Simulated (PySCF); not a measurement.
# Frequency calculation of ZrBr2

- system: ZrBr2, multiplicity 3
- method: UKS-based PBE0, Zr def2-TZVP with ECP28, Br def2-TZVP; non-relativistic Hamiltonian with a scalar-relativistic core potential; density fitting (PySCF 2.14.0)

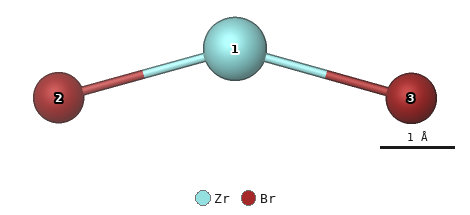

**Figure 1.** The structure (ball-and-stick view, seen on its broad side; atoms are numbered from 1 in the order of the input). Sticks mark near contacts. Bond lengths as drawn: Br–Zr 2.50 Å.

Input file
```python
from pyscf import gto, scf, dft
mol = gto.M(atom='''
Zr    -0.000000     0.000000    -0.426042
Br     2.410913     0.000000     0.245447
Br    -2.410913     0.000000     0.245447''',
    basis={'Zr': 'def2-TZVP', 'Br': 'def2-TZVP'},
    ecp={'Zr': 'def2-TZVP'},
    charge=0, spin=2)
mf = dft.UKS(mol, xc='PBE0')
mf.grids.atom_grid = (75, 302)
aux = {'Zr': 'def2-universal-JKFIT', 'Br': 'def2-universal-JKFIT'}
mf = mf.density_fit(auxbasis=aux)
mf.conv_tol = 1e-09
mf.diis_space = 10
mf.max_cycle = 60
mf.verbose = 4
mf.kernel()
```

The script is an equivalent of the set-up of the self-consistent field. The run itself was carried out by a driver, which started from the orbitals of the step before it where there was one and computed the further properties.

Run on 4 threads of Arm Neoverse V2, 24 GiB of memory available, shared host.

Launched with:
```bash
OMP_NUM_THREADS=4 python axn.py task.json out
```

Log
```
init E= -5194.84514768214
  alpha nocc = 42  HOMO = -0.214775347714971  LUMO = -0.0649344705694445
  beta  nocc = 40  HOMO = -0.321436246322856  LUMO = -0.093792012723887
  HOMO = -0.214775347715  LUMO = -0.0937920127239  gap/eV = 3.29212
cycle= 1 E= -5194.84514768214  delta_E= 3.64e-12  |g|= 1.71e-06  |ddm|= 3.36e-06
  alpha nocc = 42  HOMO = -0.214774620764708  LUMO = -0.0649335965892971
  beta  nocc = 40  HOMO = -0.321436373531491  LUMO = -0.0937913709883557
  HOMO = -0.214774620765  LUMO = -0.0937913709884  gap/eV = 3.29212
Extra cycle  E= -5194.84514768212  delta_E= 2.36e-11  |g|= 3.05e-06  |ddm|= 5.28e-06
converged SCF energy = -5194.84514768212  <S^2> = 2.0066597  2S+1 = 3.0044365
```

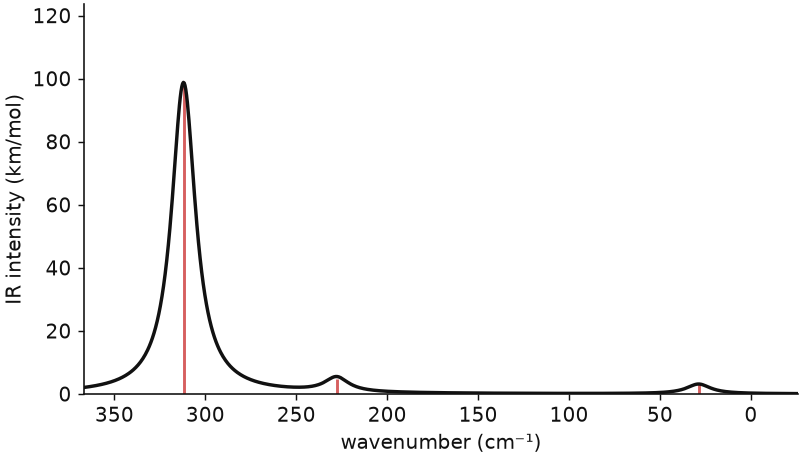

**Figure 2.** Harmonic infrared spectrum, unscaled: sticks (degenerate modes added up, dark ones marked on the axis) with a Lorentzian envelope of 16 cm⁻¹ full width, scaled to the tallest stick. 3 modes from 29 to 312 cm⁻¹, none imaginary. The strongest line is at 312 cm⁻¹ (99 km/mol). All modes, in cm⁻¹ (km/mol): 29 (3.1), 228 (4.7), 312 (99).

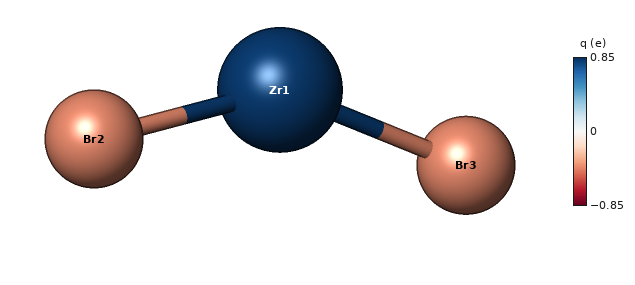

**Figure 3.** Mulliken charges, as the colour of each atom (ball-and-stick view, seen at a tilt; atoms are numbered from 1 in the order of the input; Mulliken charges depend strongly on the basis). By element: Zr +0.81 and Br −0.40 e.

Key numbers

```csv
quantity,value
outcome,converged
total energy,−5194.845148 hartree
⟨S²⟩,2.007
zero-point energy,0.001295 hartree
dipole moment,1.48 D
"wavenumbers, lowest and highest",29 and 312 cm⁻¹
wall time,87 s (CPU time 4.6 min)
peak memory,1.1 GiB
```
